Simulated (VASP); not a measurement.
Band structure of NiSb (NiAs type). These are LDA (Ceperley-Alder, Perdew-Zunger), VASP's LDA PAW potentials (set 64) (plane waves; VASP 6.6.1) values and carry that method's errors.

Unless said otherwise, spin-orbit coupling is left out, though it shifts the bands of the heavy elements here.

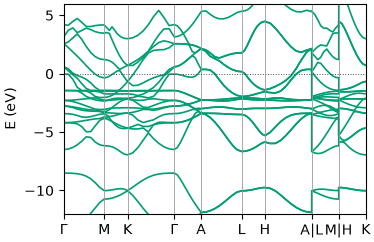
Figure. Bands along high-symmetry lines, zero at the valence-band maximum or, without a gap, the Fermi level

Task: Read the plot: is there a gap, and where are the band edges?

Result: It has no gap at this level: it comes out as a metal or semimetal. (Edges off the drawn lines would not show.)

The compound is NiSb in the NiAs type structure. It was relaxed first. The run is not spin-polarised, so no magnetic state was tried.
